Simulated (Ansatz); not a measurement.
**GaN₂H₇O: geometry relaxation (part 1 of 2)**

GaN₂H₇O, computed with RKS revPBE-D4/def2-SVP (Ansatz 0.2.0).

The input holds or restrains some coordinates. Forces given for the steps count only the free coordinates. It belongs to a series of runs on one base structure; here: pulled along the bonds that form and break, towards end A.

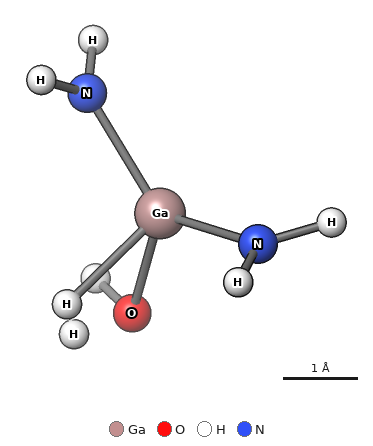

The input geometry (ball-and-stick view, seen at a tilt). Sticks mark near contacts.

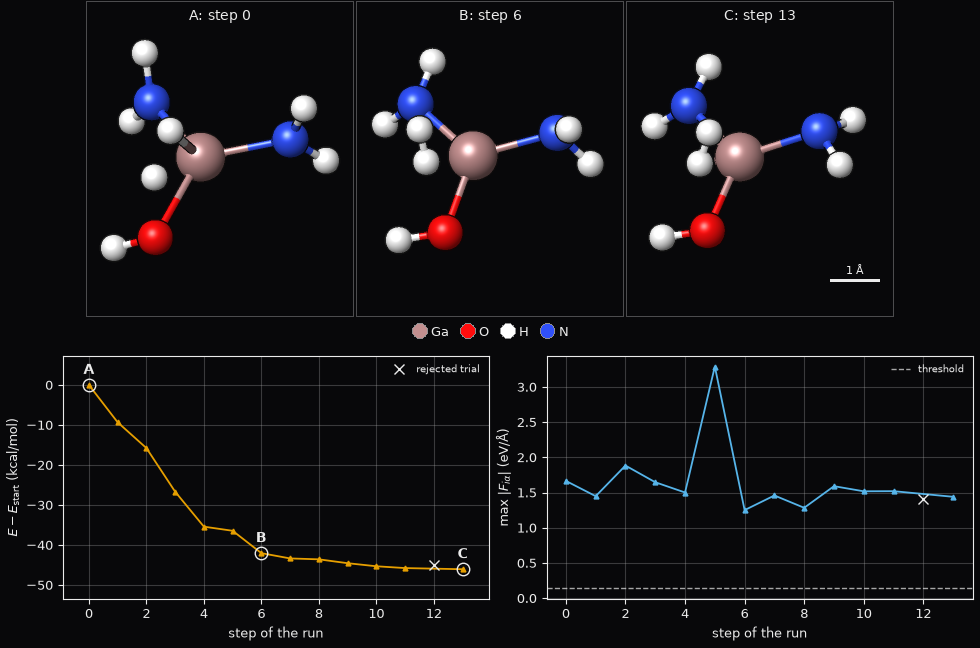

Frames of the restrained relaxation (ball-and-stick view, seen at a tilt) above the curves, on which the letters mark them (the first geometry is step 0 here and step 1 in the log).

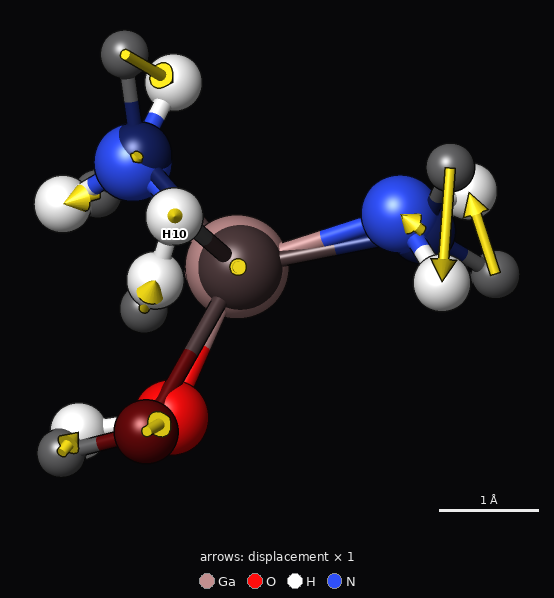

Start (faint) and end (solid) with the displacements as yellow arrows, at true length (ball-and-stick view, seen at a tilt). The two geometries are laid on each other by the best rigid fit. The energy falls by 46.1 kcal/mol in 13 geometry steps. The largest force component goes from 1.7 to 1.4 eV/Å. The line search rejected the trial step at point 12 (counted from 0) and went back. The largest move after the best rigid fit is that of H6, 1.18 Å. Largest moves by element: H 1.18 Å, O 0.52 Å, N 0.32 Å, Ga 0.17 Å. Distances before and after: Ga1–H10 1.870 → 2.776 Å, Ga1–O2 2.140 → 1.805 Å, H10–H11 1.030 → 0.723 Å, Ga1–N7 1.930 → 1.844 Å. New bonds form: H10–H11 (1.03 → 0.72 Å). Among the angles that change: H5–N4–H6 120.0° → 107.5°, H8–N7–H9 120.0° → 109.8°, Ga1–N4–H6 120.0° → 112.3°. (Atoms are counted from 1 in the order of the input.)

The input that produced these results follows, with the program's output.

## Input
```yaml
crystal:
  periodic: [false, false, false]
  atoms:
    - { symbol: Ga, position_ang: [0.0, 0.0, 0.0] }
    - { symbol: O, position_ang: [0.0, 0.0, 2.14] }
    - { symbol: H, position_ang: [-0.9095, -0.2814, 2.4771] }
    - { symbol: "N", position_ang: [1.6714, 0.0, -0.965] }
    - { symbol: H, position_ang: [2.138, -0.9179, -1.2168] }
    - { symbol: H, position_ang: [2.1227, 0.9179, -1.2432] }
    - { symbol: "N", position_ang: [-1.6714, 0.0, -0.965] }
    - { symbol: H, position_ang: [-2.3403, -0.8164, -0.8664] }
    - { symbol: H, position_ang: [-1.9204, 0.8164, -1.5936] }
    - { symbol: H, position_ang: [0.0838, 1.7726, 0.5897] }
    - { symbol: H, position_ang: [0.0648, 1.3714, 1.5381] }
basis:
  gaussian: { orbitals: def2-SVP }
hamiltonian:
  xc: revpbe
  dispersion: d4
relax:
  f_tol: 0.15
  max_steps: 25
  restrain:
    - { distance: [0, 9], at: 2.77, k: 30.0 }
    - { distance: [10, 1], at: 2.21, k: 30.0 }
    - { distance: [0, 1], at: 1.79, k: 30.0 }
    - { distance: [10, 9], at: 0.66, k: 30.0 }
```

Run as:
```bash
ansatz run input.yaml --threads 4 --pin off --max-ram 5120MiB --backend cpu --events-out ev --progress --plain --runs-dir out
```

## Output
```
The last accepted step is kept in [file] (removed where the run ends without a failure and the disk answers)
Engine: ansatz 0.2.0, aarch64-unknown-linux-gnu
Functional definition: revPBE
  parameter kappa = 1.245
  parameter beta = 0.06672455060314922
  exchange = pbe_x(kappa = kappa, mu = beta*pi^2/3)
  correlation = pbe_c(beta = beta)
1248 factors; their error is unknown
mean field evaluation 1: about -57481.1271 eV, gradient 1.0e2 eV
mean field evaluation 2: about -57369.3353 eV, gradient 2.2e2 eV
mean field evaluation 4: about -57499.7978 eV, gradient 3.2e1 eV
mean field evaluation 8: about -57501.9279 eV, gradient 2.8e-1 eV
mean field evaluation 16: about -57501.8698 eV, gradient 1.2e-3 eV
mean field -57501.86976827 eV, -2113.1547378168 hartree, gradient 3.4e-5 eV, S^2 0.000000; 0 other end points of the search recorded, 0 dependent functions left out
the calculation of the forces begins
reference -57501.86982250 eV, -2113.1547398096 hartree; 30, 30 occupied and 79, 79 virtual orbitals, 1248 factors
relax step   1: F+E_penalty+E_count = -57502.44019471 eV  Δ(F+E_penalty+E_count) = +0.000e0 eV  max|allowed force component| = 1.666e0 eV/Å  E_restraint = 23.62178253 eV  max|allowed force component, restraints' pulls added| = 2.465e1 eV/Å  Δτ_max = 0.0000 Å  (28 SCF iters, accepted)
  distance Ga 0 - H 9 = 1.8700 Å
  distance H 10 - O 1 = 1.4991 Å
  distance Ga 0 - O 1 = 2.1400 Å
  distance H 10 - H 9 = 1.0299 Å
these checks for a lower state are left out or cut short: starts, cluster_reference, orbital_swaps, neighbouring_geometries, increment
1248 factors; their error is unknown
mean field -57502.31148562 eV, -2113.1709706299 hartree, gradient 1.1e-5 eV, S^2 0.000000; 0 other end points of the search recorded, 0 dependent functions left out
[... from here on the field's lines of each further geometry are left out, up to the last ...]
relax step   2: F+E_penalty+E_count = -57502.84510530 eV  Δ(F+E_penalty+E_count) = -4.049e-1 eV  max|allowed force component| = 1.449e0 eV/Å  E_restraint = 9.82456066 eV  max|allowed force component, restraints' pulls added| = 1.582e1 eV/Å  Δτ_max = 0.1949 Å  (35 SCF iters, accepted)
relax step   3: F+E_penalty+E_count = -57503.12424951 eV  Δ(F+E_penalty+E_count) = -2.791e-1 eV  max|allowed force component| = 1.884e0 eV/Å  E_restraint = 1.81970613 eV  max|allowed force component, restraints' pulls added| = 8.136e0 eV/Å  Δτ_max = 0.1945 Å  (34 SCF iters, accepted)
relax step   4: F+E_penalty+E_count = -57503.59735415 eV  Δ(F+E_penalty+E_count) = -4.731e-1 eV  max|allowed force component| = 1.647e0 eV/Å  E_restraint = 0.09373532 eV  max|allowed force component, restraints' pulls added| = 1.968e0 eV/Å  Δτ_max = 0.1945 Å  (29 SCF iters, accepted)
relax step   5: F+E_penalty+E_count = -57503.97583024 eV  Δ(F+E_penalty+E_count) = -3.785e-1 eV  max|allowed force component| = 1.501e0 eV/Å  E_restraint = 0.08362795 eV  max|allowed force component, restraints' pulls added| = 8.408e-1 eV/Å  Δτ_max = 0.1998 Å  (34 SCF iters, accepted)
relax step   6: F+E_penalty+E_count = -57504.02064324 eV  Δ(F+E_penalty+E_count) = -4.481e-2 eV  max|allowed force component| = 3.290e0 eV/Å  E_restraint = 0.10766272 eV  max|allowed force component, restraints' pulls added| = 3.290e0 eV/Å  Δτ_max = 0.1943 Å  (29 SCF iters, accepted)
relax step   7: F+E_penalty+E_count = -57504.26287217 eV  Δ(F+E_penalty+E_count) = -2.422e-1 eV  max|allowed force component| = 1.251e0 eV/Å  E_restraint = 0.09059537 eV  max|allowed force component, restraints' pulls added| = 8.121e-1 eV/Å  Δτ_max = 0.1997 Å  (29 SCF iters, accepted)
relax step   8: F+E_penalty+E_count = -57504.32024797 eV  Δ(F+E_penalty+E_count) = -5.738e-2 eV  max|allowed force component| = 1.459e0 eV/Å  E_restraint = 0.07635361 eV  max|allowed force component, restraints' pulls added| = 5.231e-1 eV/Å  Δτ_max = 0.2000 Å  (30 SCF iters, accepted)
relax step   9: F+E_penalty+E_count = -57504.32995185 eV  Δ(F+E_penalty+E_count) = -9.704e-3 eV  max|allowed force component| = 1.284e0 eV/Å  E_restraint = 0.08603951 eV  max|allowed force component, restraints' pulls added| = 9.067e-1 eV/Å  Δτ_max = 0.1556 Å  (30 SCF iters, accepted)
relax step  10: F+E_penalty+E_count = -57504.37183178 eV  Δ(F+E_penalty+E_count) = -4.188e-2 eV  max|allowed force component| = 1.591e0 eV/Å  E_restraint = 0.06538351 eV  max|allowed force component, restraints' pulls added| = 2.490e-1 eV/Å  Δτ_max = 0.1999 Å  (28 SCF iters, accepted)
relax step  11: F+E_penalty+E_count = -57504.40515007 eV  Δ(F+E_penalty+E_count) = -3.332e-2 eV  max|allowed force component| = 1.518e0 eV/Å  E_restraint = 0.06401777 eV  max|allowed force component, restraints' pulls added| = 1.680e-1 eV/Å  Δτ_max = 0.2000 Å  (29 SCF iters, accepted)
relax step  12: F+E_penalty+E_count = -57504.42471234 eV  Δ(F+E_penalty+E_count) = -1.956e-2 eV  max|allowed force component| = 1.520e0 eV/Å  E_restraint = 0.05820524 eV  max|allowed force component, restraints' pulls added| = 1.251e-1 eV/Å  Δτ_max = 0.2000 Å  (28 SCF iters, accepted)
relax step  13: F+E_penalty+E_count = -57504.39526640 eV  Δ(F+E_penalty+E_count) = +2.945e-2 eV  max|allowed force component| = 1.412e0 eV/Å  E_restraint = 0.06135956 eV  max|allowed force component, restraints' pulls added| = 1.286e0 eV/Å  Δτ_max = 0.1953 Å  (30 SCF iters, rejected (line search))
the calculation of the forces begins
reference -57503.89795670 eV, -2113.2292723666 hartree; 30, 30 occupied and 79, 79 virtual orbitals, 1248 factors
relax step  14: F+E_penalty+E_count = -57504.43727885 eV  Δ(F+E_penalty+E_count) = -1.257e-2 eV  max|allowed force component| = 1.440e0 eV/Å  E_restraint = 0.06318501 eV  max|allowed force component, restraints' pulls added| = 1.214e-1 eV/Å  Δτ_max = 0.0947 Å  (30 SCF iters, accepted)
  distance Ga 0 - H 9 = 2.7756 Å
  distance H 10 - O 1 = 2.2175 Å
  distance Ga 0 - O 1 = 1.8048 Å
  distance H 10 - H 9 = 0.7225 Å
1248 factors; their error is unknown
mean field evaluation 128: about -57503.8979 eV, gradient 5.4e-3 eV
mean field -57503.89790466 eV, -2113.2292704544 hartree, gradient 1.1e-5 eV, S^2 0.000000; 1 other end points of the search recorded, 0 dependent functions left out
the calculation of the forces begins
reference -57503.89795670 eV, -2113.2292723666 hartree; 30, 30 occupied and 79, 79 virtual orbitals, 1248 factors
Total energy: -57504.43733089 eV, -2113.2490940025 hartree
Atom 0 at    -0.086298    -0.125812    -0.060734 Å, force    -0.031891    -0.074341    -0.492172 eV/Å
Atom 1 at    -0.016291    -0.278254     1.736248 Å, force    -0.041050    -0.207963     0.484303 eV/Å
Atom 2 at    -0.897927    -0.308624     2.151810 Å, force     0.034776     0.001955    -0.032075 eV/Å
Atom 3 at     1.504906     0.265494    -0.927242 Å, force     0.095036    -0.121357     0.061841 eV/Å
Atom 4 at     1.739325    -0.349912    -1.718606 Å, force    -0.038046     0.121077     0.085488 eV/Å
Atom 5 at     2.310880     0.263718    -0.284585 Å, force    -0.112845    -0.020611    -0.117027 eV/Å
Atom 6 at    -1.722137    -0.121459    -0.911488 Å, force     0.000917     0.002172     0.020642 eV/Å
Atom 7 at    -2.505277    -0.655559    -0.525052 Å, force     0.041241     0.009341    -0.010548 eV/Å
Atom 8 at    -1.758901    -0.142425    -1.933718 Å, force     0.009381    -0.006222     0.000227 eV/Å
Atom 9 at     0.400325     2.416631     0.940715 Å, force     0.335224     1.440473    -1.180854 eV/Å
Atom 10 at     0.270494     1.898801     1.427552 Å, force    -0.292743    -1.144525     1.180176 eV/Å
Dipole moment:    -0.234194    -0.324638    -0.218049 e Å
```

## Trajectory as extended XYZ (Å, eV, eV/Å), 14 frames, from step=1 to step=14
```
11
Properties=species:S:1:pos:R:3:forces:R:3 step=1 energy=-57502.44020
Ga    0.0000    0.0000    0.0000    0.1267   0.9423  -0.4099
O     0.0000    0.0000    2.1400   -0.9527  -0.4901  -1.0585
H    -0.9095   -0.2814    2.4771    1.0989   0.5026  -0.4508
N     1.6714    0.0000   -0.9650   -0.3917  -0.4376   0.3651
H     2.1380   -0.9179   -1.2168   -0.3965   1.6662   0.1560
H     2.1227    0.9179   -1.2432   -0.3760  -1.5977   0.4635
N    -1.6714    0.0000   -0.9650    0.1734  -0.6028   0.6781
H    -2.3403   -0.8164   -0.8664    0.6546   1.5413  -0.4286
H    -1.9204    0.8164   -1.5936    0.2112  -1.4606   0.8414
H     0.0838    1.7726    0.5897    0.1112   0.2926   1.3562
H     0.0648    1.3714    1.5381   -0.2592  -0.3562  -1.5125
11
Properties=species:S:1:pos:R:3:forces:R:3 step=2 energy=-57502.84511
Ga   -0.0048   -0.1520    0.0218    0.0487   1.2124   0.2114
O    -0.0046   -0.1168    2.0899   -0.5665  -0.9083  -1.4492
H    -0.9093   -0.2811    2.4762    0.6723   0.0498  -0.5580
N     1.6637   -0.0074   -0.9586   -0.6952  -0.2726   0.5295
H     2.1372   -0.9051   -1.2172   -0.1966   1.2400   0.1046
H     2.1168    0.9041   -1.2370   -0.4420  -1.4008   0.4551
N    -1.6671   -0.0079   -0.9562    0.4891  -0.3864   0.7172
H    -2.3385   -0.8051   -0.8709    0.2971   1.1386  -0.3116
H    -1.9157    0.8033   -1.5846    0.3212  -1.3490   0.7001
H     0.0923    1.9300    0.7043    0.0698   0.3981   0.2652
H     0.0692    1.5007    1.4271    0.0021   0.2782  -0.6644
```
